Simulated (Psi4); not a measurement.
Geometry relaxation of P₂ (part 1 of 2)

The run: geometry relaxation of P₂ (diphosphorus), SMILES P#P. Method and program: B3LYP/cc-pVTZ, RKS (Psi4 1.11).

The geometry comes from this level: MMFF94 from SMILES. Figures and captions count atoms from 1; the log counts them from 0 in places.

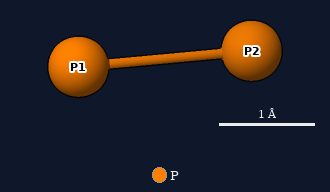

**Figure 1.** The structure as given in the input (ball-and-stick view, seen at an oblique angle; atoms are numbered from 1 in the order of the input).

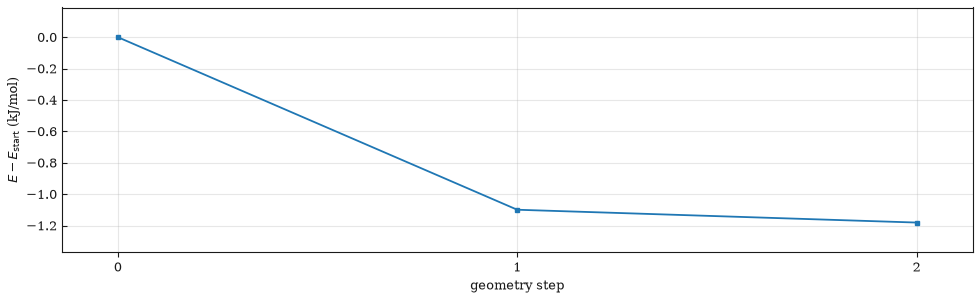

**Figure 2.** Progress of the relaxation, step by step (steps are counted from 0). The largest moves after the best rigid fit, 0.012 Å, are those of P1 and P2. Among the contacts that change: P1–P2 1.870 → 1.895 Å. Over 2 geometry steps the energy falls by 1.18 kJ/mol. The largest force component goes from 0.99 to 0.014 eV/Å. (Atoms are counted from 1 in the order of the input.)

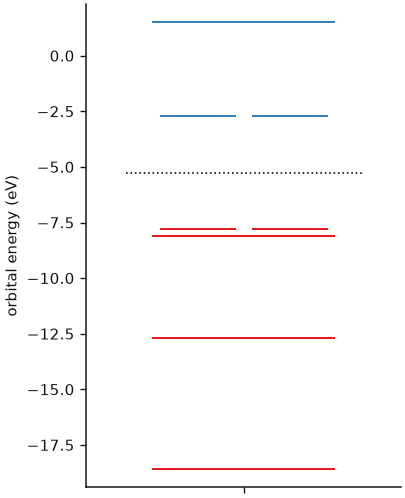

**Figure 3.** Orbital energies near the frontier; the dotted line parts filled from empty levels, and levels within 0.02 eV of each other stand side by side. Highest filled −7.80 eV, lowest empty −2.71 eV, 5.09 eV apart.

The input and output of the run follow.

**The input (p2.py)**
```python
import psi4
from rdkit import Chem
from rdkit.Chem import AllChem

psi4.set_memory(1600000000)
psi4.set_num_threads(1)
psi4.core.set_output_file('run.log', False)

rd = Chem.AddHs(Chem.MolFromSmiles('P#P'))
AllChem.EmbedMolecule(rd, randomSeed=471)
AllChem.MMFFOptimizeMolecule(rd, maxIters=2000)
atoms = '\n'.join(Chem.MolToXYZBlock(rd).splitlines()[2:])
molecule = psi4.geometry('0 1\n' + atoms + '')

options = {'basis': 'cc-pVTZ', 'geom_maxiter': 60}
psi4.set_options(options)

e, wfn = psi4.optimize('b3lyp', molecule=molecule, return_wfn=True)
print(f'total energy {e:.8f} hartree = {e * 27.211386:.5f} eV')
print(molecule.to_string(dtype='xyz', units='Angstrom'))
```

Launched with:
```bash
python p2.py
```

**The program's output**
```
gradient() will perform analytic gradient computation.

   => Loading Basis Set <=

    Name: CC-PVTZ
    Role: ORBITAL
    Keyword: BASIS

         ---------------------------------------------------------
                                   SCF
                              RKS Reference
                        1 Threads,   1525 MiB Core
         ---------------------------------------------------------

  ==> Geometry <==

    Molecular point group: d2h
    Full point group: D_inf_h

    Geometry (in Angstrom), charge = 0, multiplicity = 1:

       Center              X                  Y                   Z               Mass
    ------------   -----------------  -----------------  -----------------  -----------------
         P            0.934991000000     0.000000000000     0.000000000000    30.973761998420
         P           -0.934991000000    -0.000000000000     0.000000000000    30.973761998420

  Running in d2h symmetry.

  Rotational constants: A = ************  B =      0.31128  C =      0.31128 [cm^-1]
  Rotational constants: A = ************  B =   9332.07855  C =   9332.07855 [MHz]
  Nuclear repulsion =   63.671667642121690

  Charge       = 0
  Multiplicity = 1
  Electrons    = 30
  Nalpha       = 15
  Nbeta        = 15

  ==> Algorithm <==

  SCF Algorithm Type is DF.
  DIIS enabled.
  MOM disabled.
  Fractional occupation disabled.
  Guess Type is SAD.
  Energy threshold   = 1.00e-08
  Density threshold  = 1.00e-08
  Integral threshold = 1.00e-12

  ==> Primary Basis <==

  Basis Set: CC-PVTZ
    Blend: CC-PVTZ
    Number of shells: 24
    Number of basis functions: 68
    Number of Cartesian functions: 78
    Spherical Harmonics?: true
    Max angular momentum: 3

  ==> DFT Potential <==

   => LibXC <=

    Version 7.1.2

   => Composite Functional: B3LYP <=

    B3LYP Hyb-GGA Exchange-Correlation Functional

    Deriv               =              1
    GGA                 =           TRUE
    Meta                =          FALSE

    Exchange Hybrid     =           TRUE
    MP2 Hybrid          =          FALSE

   => Exchange Functionals <=

    0.0800   Slater exchange
    0.7200         Becke 88

   => Exact (HF) Exchange <=

    0.2000               HF

   => Correlation Functionals <=

    0.1900   Vosko, Wilk & Nusair (VWN5_RPA)
    0.8100   Lee, Yang & Parr

   => LibXC Density Thresholds  <==

    XC_HYB_GGA_XC_B3LYP:  1.00E-15

   => Molecular Quadrature <=

    Radial Scheme          =       TREUTLER
    Pruning Scheme         =           NONE
    Nuclear Scheme         =       TREUTLER

    Blocking Scheme        =         OCTREE
    BS radius alpha        =              1
    Pruning alpha          =              1
    Radial Points          =             75
    Spherical Points       =            302
    Total Points           =          41394
    Total Blocks           =            378
    Max Points             =            256
    Max Functions          =             68
    Weights Tolerance      =       1.00E-15

   => Loading Basis Set <=

    Name: (CC-PVTZ AUX)
    Role: JKFIT
    Keyword: DF_BASIS_SCF

  ==> Integral Setup <==

  DFHelper Memory: AOs need 0.010 GiB; user supplied 1.038 GiB.
  SCF_SUBTYPE=INCORE selected. In-core MEM_DF algorithm will be used.
  Using in-core AOs.

  ==> MemDFJK: Density-Fitted J/K Matrices <==

    J tasked:                   Yes
    K tasked:                   Yes
    wK tasked:                   No
    Memory [MiB]:              1063
    Algorithm:                 Core
    Schwarz Cutoff:           1E-12
    Mask sparsity (%):       0.0000
    Fitting Condition:        1E-10

   => Auxiliary Basis Set <=

  Basis Set: (CC-PVTZ AUX)
    Blend: CC-PVTZ-JKFIT
    Number of shells: 74
    Number of basis functions: 242
    Number of Cartesian functions: 290
    Spherical Harmonics?: true
    Max angular momentum: 4

  Cached 100.0% of DFT collocation blocks in 0.079 [GiB].

  Minimum eigenvalue in the overlap matrix is 2.9817524395E-03.
  Reciprocal condition number of the overlap matrix is 8.7293952507E-04.
    Using symmetric orthogonalization.

  ==> Pre-Iterations <==

  SCF Guess: Superposition of Atomic Densities via on-the-fly atomic UHF (no occupation information).

   -------------------------
    Irrep   Nso     Nmo
   -------------------------
     Ag        15      15
     B1g        8       8
     B2g        8       8
     B3g        3       3
     Au         3       3
     B1u        8       8
     B2u        8       8
     B3u       15      15
   -------------------------
    Total      68      68
   -------------------------

  ==> Iterations <==

                           Total Energy        Delta E     RMS |[F,P]|

   @DF-RKS iter SAD:  -682.42880393801443   -6.82429e+02   0.00000e+00
   @DF-RKS iter   1:  -682.67287616483361   -2.44072e-01   1.53796e-02 DIIS/ADIIS
   @DF-RKS iter   2:  -682.68998915805753   -1.71130e-02   1.21278e-02 DIIS/ADIIS
   @DF-RKS iter   3:  -682.75205227931940   -6.20631e-02   1.16830e-03 DIIS/ADIIS
   @DF-RKS iter   4:  -682.75274966751385   -6.97388e-04   1.25971e-04 DIIS/ADIIS
   @DF-RKS iter   5:  -682.75275595558287   -6.28807e-06   9.73322e-06 DIIS
   @DF-RKS iter   6:  -682.75275600611121   -5.05283e-08   6.18409e-07 DIIS
   @DF-RKS iter   7:  -682.75275600632608   -2.14868e-10   6.57509e-08 DIIS
   @DF-RKS iter   8:  -682.75275600632847   -2.38742e-12   6.29960e-09 DIIS
  Energy and wave function converged.

  ==> Post-Iterations <==

   Electrons on quadrature grid:
      Ntotal   =   30.0000023308 ; deviation = 2.331e-06

    Orbital Energies [Eh]
    ---------------------

    Doubly Occupied:

       1B3u  -77.108001     1Ag   -77.107990     2Ag    -6.572699
       2B3u   -6.572126     1B2u   -4.734254     1B1u   -4.734254
       1B1g   -4.734015     1B2g   -4.734015     3Ag    -4.731217
       3B3u   -4.728713     4Ag    -0.687741     4B3u   -0.463393
       5Ag    -0.296695     2B2u   -0.289120     2B1u   -0.289120

    Virtual:

       2B1g   -0.096770     2B2g   -0.096770     5B3u    0.060030
       6Ag     0.154100     3B2u    0.198759     3B1u    0.198759
       7Ag     0.221789     1B3g    0.221789     8Ag     0.243183
       6B3u    0.250240     4B2u    0.302926     4B1u    0.302926
       3B1g    0.318779     3B2g    0.318779     7B3u    0.373533
       1Au     0.373534     8B3u    0.471701     9Ag     0.592695
       4B1g    0.595352     4B2g    0.595352     9B3u    0.875339
       5B1u    1.099043     5B2u    1.099043    10Ag     1.100604
      11Ag     1.178631     2B3g    1.178632     3B3g    1.234087
      12Ag     1.234089     6B2u    1.268421     6B1u    1.268421
       2Au     1.285730    10B3u    1.285731     5B1g    1.390035
       5B2g    1.390035     6B1g    1.404264     6B2g    1.404264
      11B3u    1.456844     7B1u    1.567697     7B2u    1.567697
      13Ag     1.617210     3Au     1.681596    12B3u    1.681596
       7B2g    1.783749     7B1g    1.783749     8B2u    1.861675
       8B1u    1.861675    13B3u    1.870127     8B1g    2.319203
       8B2g    2.319203    14B3u    2.365552    14Ag     2.516009
      15Ag     2.721869    15B3u    4.337335

    Final Occupation by Irrep:
             Ag   B1g   B2g   B3g    Au   B1u   B2u   B3u
    DOCC [     5,    1,    1,    0,    0,    2,    2,    4 ]
    NA   [     5,    1,    1,    0,    0,    2,    2,    4 ]
    NB   [     5,    1,    1,    0,    0,    2,    2,    4 ]

  @DF-RKS Final Energy:  -682.75275600632847

   => Energetics <=

    Nuclear Repulsion Energy =             63.6716676421216903
    One-Electron Energy =               -1070.6500838102697344
    Two-Electron Energy =                 361.6390759794692258
    DFT Exchange-Correlation Energy =     -37.4134158176497209
    Empirical Dispersion Energy =           0.0000000000000000
    VV10 Nonlocal Energy =                  0.0000000000000000
    Total Energy =                       -682.7527560063284682

Computation Completed

Properties will be evaluated at   0.000000,   0.000000,   0.000000 [a0]

Properties computed using the SCF density matrix

 Multipole Moments:

 ------------------------------------------------------------------------------------
     Multipole            Electronic (a.u.)      Nuclear  (a.u.)        Total (a.u.)
 ------------------------------------------------------------------------------------

 L = 1.  Multiply by 2.5417464519 to convert [e a0] to [Debye]
 Dipole X            :          0.0000000            0.0000000            0.0000000
 Dipole Y            :          0.0000000            0.0000000            0.0000000
 Dipole Z            :          0.0000000            0.0000000            0.0000000
 Magnitude           :                                                    0.0000000

 ------------------------------------------------------------------------------------

	total time  =          2 seconds =       0.03 minutes

         ------------------------------------------------------------
                                   SCF GRAD
         ------------------------------------------------------------

  ==> Geometry <==

    Molecular point group: d2h
    Full point group: D_inf_h

    Geometry (in Angstrom), charge = 0, multiplicity = 1:

       Center              X                  Y                   Z               Mass
    ------------   -----------------  -----------------  -----------------  -----------------
         P            0.934991000000     0.000000000000     0.000000000000    30.973761998420
         P           -0.934991000000    -0.000000000000     0.000000000000    30.973761998420

  Nuclear repulsion =   63.671667642121690

  ==> Basis Set <==

  Basis Set: CC-PVTZ
    Blend: CC-PVTZ
    Number of shells: 24
    Number of basis functions: 68
    Number of Cartesian functions: 78
    Spherical Harmonics?: true
    Max angular momentum: 3

  ==> DFJKGrad: Density-Fitted SCF Gradients <==

    Gradient:                    1
    J tasked:                  Yes
    K tasked:                  Yes
    wK tasked:                  No
    Integrals threads:           1
    Memory [MiB]:             1144
    Schwarz Cutoff:          1E-12
    Fitting Condition:       1E-10

   => Auxiliary Basis Set <=

  Basis Set: (CC-PVTZ AUX)
    Blend: CC-PVTZ-JKFIT
    Number of shells: 74
    Number of basis functions: 242
    Number of Cartesian functions: 290
    Spherical Harmonics?: true
    Max angular momentum: 4

   => Molecular Quadrature <=

    Radial Scheme          =       TREUTLER
    Pruning Scheme         =           NONE
    Nuclear Scheme         =       TREUTLER

    Blocking Scheme        =         OCTREE
    BS radius alpha        =              1
    Pruning alpha          =              1
    Radial Points          =             75
    Spherical Points       =            302
    Total Points           =          41394
    Total Blocks           =            378
    Max Points             =            256
    Max Functions          =             68
    Weights Tolerance      =       1.00E-15

  -Total Gradient:
     Atom            X                  Y                   Z
    ------   -----------------  -----------------  -----------------
       1       -0.019246203896    -0.000000000000     0.000000000000
       2        0.019246203896     0.000000000000    -0.000000000000

	total time  =          0 seconds =       0.00 minutes

    			-----------------------------------------

    			 OPTKING 3.0: for geometry optimizations

    			        with contributions from

    			-----------------------------------------

	                            ===> Fragment 1 <==

	 Z (Atomic Numbers)          Masses                          Geom
	      15.000000            30.973762          1.76687692  0.00000000  0.00000000
	      15.000000            30.973762         -1.76687692 -0.00000000  0.00000000

	 - Coordinate -           - BOHR/RAD -       - ANG/DEG -
	 R(1,2)           =         3.533754           1.869982

	        --- Internal Coordinate Step in ANG or DEG, aJ/ANG or AJ/DEG ---
	-------------------------------------------------------------------------------
	           Coordinate      Previous         Force          Change          New
	           ----------      --------        ------          ------        ------
	               R(1,2)       1.86998        0.15856        0.01847       1.88846
	-------------------------------------------------------------------------------

	                                 ==> Convergence Check <==

	Measures of convergence in internal coordinates in au.

	Criteria marked as inactive (o), active & met (*), and active & unmet ( ).

	----------------------------------------------------------------------------------------------~
	   Step    Total Energy     Delta E     Max Force     RMS Force      Max Disp      RMS Disp   ~
	----------------------------------------------------------------------------------------------~
	  Convergence Criteria     1.00e-06 *    3.00e-04 *             o    1.20e-03 *             o~
	----------------------------------------------------------------------------------------------~
	     1    -682.75275601   -6.83e+02      1.92e-02      1.92e-02 o    3.49e-02      3.49e-02 o  ~
	----------------------------------------------------------------------------------------------

Next Geometry in Ang
	Fragment 1 (Ang)

	    P   0.9442277810   0.0000000000   0.0000000000
	    P  -0.9442277810  -0.0000000000   0.0000000000

    Structure for next step:
    Molecular point group: d2h
    Full point group: D_inf_h

    Geometry (in Angstrom), charge = 0, multiplicity = 1:

    P            0.944227781019     0.000000000000     0.000000000000
    P           -0.944227781019    -0.000000000000     0.000000000000

gradient() will perform analytic gradient computation.

  ==> Geometry <==

    Molecular point group: d2h
    Full point group: D_inf_h

    Geometry (in Angstrom), charge = 0, multiplicity = 1:

       Center              X                  Y                   Z               Mass
    ------------   -----------------  -----------------  -----------------  -----------------
         P            0.944227781019     0.000000000000     0.000000000000    30.973761998420
         P           -0.944227781019    -0.000000000000     0.000000000000    30.973761998420

  Running in d2h symmetry.

  Rotational constants: A = ************  B =      0.30522  C =      0.30522 [cm^-1]
  Rotational constants: A = ************  B =   9150.39198  C =   9150.39198 [MHz]
  Nuclear repulsion =   63.048808134116726

  Charge       = 0
  Multiplicity = 1
  Electrons    = 30
  Nalpha       = 15
  Nbeta        = 15

  ==> Algorithm <==

  SCF Algorithm Type is DF.
  DIIS enabled.
  MOM disabled.
  Fractional occupation disabled.
  Guess Type is READ.
  Energy threshold   = 1.00e-08
  Density threshold  = 1.00e-08
  Integral threshold = 1.00e-12

   => Molecular Quadrature <=

    Radial Scheme          =       TREUTLER
    Pruning Scheme         =           NONE
    Nuclear Scheme         =       TREUTLER
```
